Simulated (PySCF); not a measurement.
# GaB (triplet): basis, grid and Hamiltonian

The method stays; parts of the set-up, such as the basis or the Hamiltonian, are changed.

Program: PySCF 2.14.0. Level of theory: method and basis as typed in the scripts. These are calculated values, not measurements.

2 further runs of the same task are left out: 2 that didn't finish.

### Step 1. Starting geometry

GaB (triplet): 2 atoms, charge 0, spin multiplicity 3.

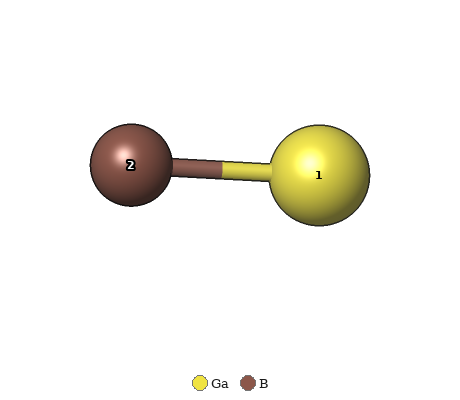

The starting geometry (gallium yellow, boron brown); atoms are numbered from 1 in the order of the file.

### Step 2. The base run

File input.py:

```python
from pyscf import gto, dft
from pyscf.prop.polarizability import uhf as pol

mol = gto.M(
    atom='Ga 0 0 0; B 0 0 2.02',
    basis='lanl2dz',
    ecp={'Ga': 'lanl2dz'},
    charge=0,
    spin=2,
    verbose=4,
)
mf = dft.UKS(mol, xc='m062x')
mf.kernel()
print('polarizability (a.u.)')
print(pol.Polarizability(mf).polarizability().round(4))
mf.dip_moment()
print('orbital energies (hartree):', [e[max(0, n-3):n+3].round(4) for e, n in zip(mf.mo_energy, mol.nelec)])
```

Run with:

```sh
$ OMP_NUM_THREADS=1 python input.py
```

The log of this run is left out.

In short: E(SCF) = -26.695466 Eh, 12 cycles, ⟨S²⟩ = 2.099, μ = 1.90 D, α(xx, yy, zz) = 79.1, 79.1, 89.4 bohr³.

The bond length is a typed value, not an optimised one. The triplet is typed in the script; nothing here shows that it is the ground state.

### Step 3. Ano-rcc-vdzp (core potential off, X2C on)

Edit 1 changes basis set: lanl2dz → ano-rcc-vdzp; core potential: on → off; spin-free X2C: off → on. The core potential changes with it: totals don't compare.

input.py, as its differences from that of step 2:

```diff
@@ -5,4 +5,3 @@
     atom='Ga 0 0 0; B 0 0 2.02',
-    basis='lanl2dz',
-    ecp={'Ga': 'lanl2dz'},
+    basis='ano-rcc-vdzp',
     charge=0,
@@ -12,2 +11,3 @@
 mf = dft.UKS(mol, xc='m062x')
+mf = mf.sfx2c1e()
 mf.kernel()
```

Run with:

```sh
$ OMP_NUM_THREADS=1 python input.py
```

Standard output:

```text
PySCF version 2.14.0

[INPUT] verbose = 4
[INPUT] num. atoms = 2
[INPUT] num. electrons = 36
[INPUT] charge = 0
[INPUT] spin (= nelec alpha-beta = 2S) = 2
[INPUT] symmetry False subgroup None
[INPUT] Mole.unit = angstrom
[INPUT] Symbol           X                Y                Z      unit          X                Y                Z       unit  Magmom
[INPUT]  1 Ga     0.000000000000   0.000000000000   0.000000000000 AA    0.000000000000   0.000000000000   0.000000000000 Bohr   0.0
[INPUT]  2 B      0.000000000000   0.000000000000   2.020000000000 AA    0.000000000000   0.000000000000   3.817246771621 Bohr   0.0

nuclear repulsion = 40.6051820260396
number of shells = 6
number of NR pGTOs = 192
number of NR cGTOs = 41
basis = ano-rcc-vdzp
ecp = {}

******** <class 'pyscf.x2c.sfx2c1e.sfX2C1eUKS'> ********
method = sfX2C1eUKS
initial guess = minao
damping factor = 0
level_shift factor = 0
DIIS = <class 'pyscf.scf.diis.CDIIS'>
diis_start_cycle = 1
diis_space = 8
diis_damp = 0
SCF conv_tol = 1e-09
SCF conv_tol_grad = None
SCF max_cycles = 50
direct_scf = True
direct_scf_tol = 1e-13
number electrons alpha = 19  beta = 17
XC library pyscf.dft.libxc version 7.0.0
    S. Lehtola, C. Steigemann, M. J.T. Oliveira, and M. A.L. Marques.,  SoftwareX 7, 1–5 (2018)
XC functionals = m062x
    Y. Zhao and D. G. Truhlar.,  Theor. Chem. Acc. 120, 215 (2008)
    Y. Zhao and D. G. Truhlar.,  Theor. Chem. Acc. 120, 215 (2008)
radial grids:
    Treutler-Ahlrichs [JCP 102, 346 (1995); DOI:10.1063/1.469408] (M4) radial grids

becke partition: Becke, JCP 88, 2547 (1988); DOI:10.1063/1.454033
pruning grids: <function nwchem_prune>
grids dens level: 3
symmetrized grids: False
atomic radii adjust function: <function treutler_atomic_radii_adjust>
small_rho_cutoff = 0

******** <class 'pyscf.x2c.sfx2c1e.SpinFreeX2CHelper'> ********
approx = 1e
xuncontract = 1
Set gradient conv threshold to 3.16228e-05
tot grids = 34952
init E= -1968.66559252582
[... the frontier-level lines of each cycle are left out ...]

cycle= 1 E= -1968.59774033175  delta_E= 0.0679  |g|= 0.103  |ddm|= 1.27
cycle= 2 E= -1968.59990037587  delta_E= -0.00216  |g|= 0.125  |ddm|= 0.295
cycle= 3 E= -1968.60633478506  delta_E= -0.00643  |g|= 0.0185  |ddm|= 0.151
cycle= 4 E= -1968.60678314364  delta_E= -0.000448  |g|= 0.0108  |ddm|= 0.0566
cycle= 5 E= -1968.60706194918  delta_E= -0.000279  |g|= 0.0073  |ddm|= 0.0402
cycle= 6 E= -1968.60733190065  delta_E= -0.00027  |g|= 0.00551  |ddm|= 0.0387
cycle= 7 E= -1968.60764544895  delta_E= -0.000314  |g|= 0.00512  |ddm|= 0.0497
cycle= 8 E= -1968.60842977013  delta_E= -0.000784  |g|= 0.00381  |ddm|= 0.164
cycle= 9 E= -1968.60851149952  delta_E= -8.17e-05  |g|= 0.00238  |ddm|= 0.0307
cycle= 10 E= -1968.6085683415  delta_E= -5.68e-05  |g|= 0.00299  |ddm|= 0.127
cycle= 11 E= -1968.60861831068  delta_E= -5e-05  |g|= 0.000412  |ddm|= 0.0574
cycle= 12 E= -1968.60862020443  delta_E= -1.89e-06  |g|= 0.000267  |ddm|= 0.0145
cycle= 13 E= -1968.60862027111  delta_E= -6.67e-08  |g|= 0.000223  |ddm|= 0.000542
cycle= 14 E= -1968.6086205275  delta_E= -2.56e-07  |g|= 0.000102  |ddm|= 0.00202
cycle= 15 E= -1968.60862060477  delta_E= -7.73e-08  |g|= 2.96e-06  |ddm|= 0.00187
cycle= 16 E= -1968.60862060483  delta_E= -6.5e-11  |g|= 7.82e-07  |ddm|= 4.98e-05
Extra cycle  E= -1968.60862060483  delta_E= -4.55e-13  |g|= 1.05e-06  |ddm|= 3.71e-06
converged SCF energy = -1968.60862060483  <S^2> = 2.1461843  2S+1 = 3.0959227
polarizability (a.u.)
Isotropic polarizability 80.3509767031
Polarizability anisotropy 10.0099908159
[[77.0143  0.      0.    ]
 [ 0.     77.0143 -0.    ]
 [ 0.     -0.     87.0243]]
Dipole moment(X, Y, Z, Debye):  0.00000, -0.00000, -1.61561
orbital energies (hartree): [array([-0.3321, -0.2336, -0.2336, -0.0905,  0.0026,  0.0026]), array([-0.9646, -0.476 , -0.3047, -0.0698, -0.0698, -0.0635])]
```

Run time: 28 s. Hardware: 1 thread of Arm Neoverse N1, shared host; peak memory 0.25 GiB.

Result: E(SCF) = -1968.608621 Eh, ⟨S²⟩ = 2.146, μ = 1.62 D, α(xx, yy, zz) = 77.0, 77.0, 87.0 bohr³.

### Step 4. Density fitting cc-pvdz-jkfit

Edit 2 changes density fitting: none → cc-pvdz-jkfit.

input.py, as its differences from that of step 2:

```diff
@@ -12,2 +12,3 @@
 mf = dft.UKS(mol, xc='m062x')
+mf = mf.density_fit(auxbasis='cc-pvdz-jkfit')
 mf.kernel()
```

Run with:

```sh
$ OMP_NUM_THREADS=1 python input.py
```

Standard output:

```text
[... 4 set-up lines left out, the same as in an earlier log ...]
[INPUT] num. electrons = 8
[... 8 set-up lines left out, the same as in an earlier log ...]
nuclear repulsion = 3.92953374445545
number of shells = 9
number of NR pGTOs = 37
number of NR cGTOs = 17
basis = lanl2dz
ecp = {'Ga': 'lanl2dz'}
[... 1 set-up line left out, the same as in an earlier log ...]
******** <class 'pyscf.df.df_jk.DFUKS'> ********
method = DFUKS
[... 10 set-up lines left out, the same as in an earlier log ...]
direct_scf = False
number electrons alpha = 5  beta = 3
[... 16 set-up lines left out, the same as in an earlier log ...]
******** <class 'pyscf.df.df.DF'> ********
auxbasis = cc-pvdz-jkfit
init E= -16.8611213748262
[... the frontier-level lines of each cycle are left out ...]

cycle= 1 E= -26.5462493913962  delta_E= -9.69  |g|= 0.29  |ddm|= 1.76
cycle= 2 E= -26.373488124854  delta_E= 0.173  |g|= 0.466  |ddm|= 1.27
cycle= 3 E= -26.6914915427071  delta_E= -0.318  |g|= 0.0288  |ddm|= 0.758
cycle= 4 E= -26.6937027955559  delta_E= -0.00221  |g|= 0.0113  |ddm|= 0.0863
cycle= 5 E= -26.6943495585869  delta_E= -0.000647  |g|= 0.00771  |ddm|= 0.0502
cycle= 6 E= -26.6949174789825  delta_E= -0.000568  |g|= 0.00562  |ddm|= 0.0575
cycle= 7 E= -26.6953159321269  delta_E= -0.000398  |g|= 0.00288  |ddm|= 0.0635
cycle= 8 E= -26.6954476041427  delta_E= -0.000132  |g|= 0.000648  |ddm|= 0.0542
cycle= 9 E= -26.6954501848699  delta_E= -2.58e-06  |g|= 0.000221  |ddm|= 0.00474
cycle= 10 E= -26.6954506039047  delta_E= -4.19e-07  |g|= 4.83e-05  |ddm|= 0.00283
cycle= 11 E= -26.6954506194919  delta_E= -1.56e-08  |g|= 1.06e-05  |ddm|= 0.000397
cycle= 12 E= -26.695450620387  delta_E= -8.95e-10  |g|= 2.78e-06  |ddm|= 0.000149
Extra cycle  E= -26.6954506203869  delta_E= 7.11e-14  |g|= 3.46e-06  |ddm|= 1.14e-05
converged SCF energy = -26.6954506203869  <S^2> = 2.098552  2S+1 = 3.0649972
polarizability (a.u.)
Isotropic polarizability 82.6182938731
Polarizability anisotropy 10.1389207526
[[79.2387  0.      0.    ]
 [ 0.     79.2387 -0.    ]
 [ 0.     -0.     89.3776]]
Dipole moment(X, Y, Z, Debye):  0.00000, -0.00000, -1.89716
orbital energies (hartree): [array([-0.327 , -0.2345, -0.2345, -0.1014, -0.0065, -0.0065]), array([-7.1027, -0.4802, -0.2996, -0.0717, -0.0717, -0.0639])]
```

Wall time 7.4 s (1 thread of Arm Neoverse N1, shared host).

Result: E(SCF) = -26.695451 Eh (+0.0004 eV from the base), 12 cycles, ⟨S²⟩ = 2.099, μ = 1.90 D, α(xx, yy, zz) = 79.2, 79.2, 89.4 bohr³.

### Step 5. X2c-svpall (core potential off, X2C on)

Edit 3 changes basis set: lanl2dz → x2c-svpall; core potential: on → off; spin-free X2C: off → on. The core potential changes with it: totals don't compare.

input.py, as its differences from that of step 2:

```diff
@@ -5,4 +5,3 @@
     atom='Ga 0 0 0; B 0 0 2.02',
-    basis='lanl2dz',
-    ecp={'Ga': 'lanl2dz'},
+    basis='x2c-svpall',
     charge=0,
@@ -12,2 +11,3 @@
 mf = dft.UKS(mol, xc='m062x')
+mf = mf.sfx2c1e()
 mf.kernel()
```

Run with:

```sh
$ OMP_NUM_THREADS=1 python input.py
```

Standard output:

```text
[... 15 set-up lines left out, the same as in an earlier log ...]
number of NR pGTOs = 98
number of NR cGTOs = 46
basis = x2c-svpall
[... 37 set-up lines left out, the same as in an earlier log ...]
init E= -1968.22807574558
[... the frontier-level lines of each cycle are left out ...]

cycle= 1 E= -1968.20368028365  delta_E= 0.0244  |g|= 0.201  |ddm|= 1.02
cycle= 2 E= -1968.20543639574  delta_E= -0.00176  |g|= 0.218  |ddm|= 0.371
cycle= 3 E= -1968.22015481871  delta_E= -0.0147  |g|= 0.0256  |ddm|= 0.205
cycle= 4 E= -1968.22095774594  delta_E= -0.000803  |g|= 0.0172  |ddm|= 0.0742
cycle= 5 E= -1968.22170572071  delta_E= -0.000748  |g|= 0.00921  |ddm|= 0.0472
cycle= 6 E= -1968.22228002344  delta_E= -0.000574  |g|= 0.00853  |ddm|= 0.0454
cycle= 7 E= -1968.22298498098  delta_E= -0.000705  |g|= 0.00768  |ddm|= 0.0589
cycle= 8 E= -1968.22415587196  delta_E= -0.00117  |g|= 0.00505  |ddm|= 0.136
cycle= 9 E= -1968.22390031547  delta_E= 0.000256  |g|= 0.0079  |ddm|= 0.0421
cycle= 10 E= -1968.22429946782  delta_E= -0.000399  |g|= 0.00624  |ddm|= 0.163
cycle= 11 E= -1968.22441662525  delta_E= -0.000117  |g|= 0.000817  |ddm|= 0.0556
cycle= 12 E= -1968.22441886558  delta_E= -2.24e-06  |g|= 0.000965  |ddm|= 0.00504
cycle= 13 E= -1968.22442294602  delta_E= -4.08e-06  |g|= 0.000112  |ddm|= 0.00898
cycle= 14 E= -1968.22442293292  delta_E= 1.31e-08  |g|= 9.88e-05  |ddm|= 0.00112
cycle= 15 E= -1968.22442297407  delta_E= -4.11e-08  |g|= 3.52e-05  |ddm|= 0.000795
cycle= 16 E= -1968.2244229765  delta_E= -2.43e-09  |g|= 7.36e-06  |ddm|= 0.000121
cycle= 17 E= -1968.22442297678  delta_E= -2.82e-10  |g|= 2.33e-06  |ddm|= 6.6e-05
Extra cycle  E= -1968.22442297678  delta_E= -2.27e-13  |g|= 2.65e-06  |ddm|= 9.31e-06
converged SCF energy = -1968.22442297678  <S^2> = 2.2083894  2S+1 = 3.1358504
polarizability (a.u.)
Isotropic polarizability 75.2181765077
Polarizability anisotropy 19.3724808163
[[68.7607  0.      0.    ]
 [ 0.     68.7607 -0.    ]
 [ 0.     -0.     88.1332]]
Dipole moment(X, Y, Z, Debye):  0.00000, -0.00000, -1.79418
orbital energies (hartree): [array([-0.331 , -0.2365, -0.2365, -0.095 ,  0.    ,  0.    ]), array([-0.9832, -0.4728, -0.3066, -0.0761, -0.0761, -0.0675])]
```

Wall time 28 s (1 thread of Arm Neoverse N1, shared host).

Outcome: E(SCF) = -1968.224423 Eh, ⟨S²⟩ = 2.208, μ = 1.79 D, α(xx, yy, zz) = 68.8, 68.8, 88.1 bohr³.

### Step 6. Side by side

```
                                      run  E(SCF) (hartree)  from base (eV)  cycles  gap, α spin (eV)  SCF dipole (D)  functions
                                     base        -26.695466               0      12              3.62            1.90         17
ano-rcc-vdzp (core potential off, X2C on)      -1968.608621  not comparable      16              3.89            1.62         41
            density fitting cc-pvdz-jkfit        -26.695451         +0.0004      12              3.62            1.90         17
  x2c-svpall (core potential off, X2C on)      -1968.224423  not comparable      17              3.85            1.79         46
```

Wall time on 1 thread of Arm Neoverse N1, shared host, start-up included: base 7.3 s; ano-rcc-vdzp (core potential off, X2C on) 28 s; density fitting cc-pvdz-jkfit 7.4 s; x2c-svpall (core potential off, X2C on) 28 s.

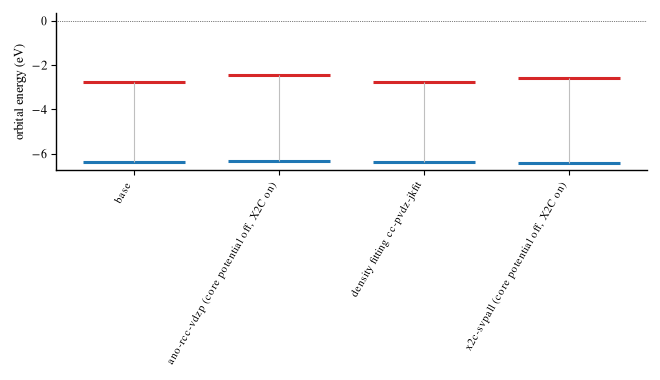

Frontier levels by run: filled blue, empty red. Open-shell runs show the α spin alone.

The dearest run is “x2c-svpall (core potential off, X2C on)”, at 28 s against 7.3 s.
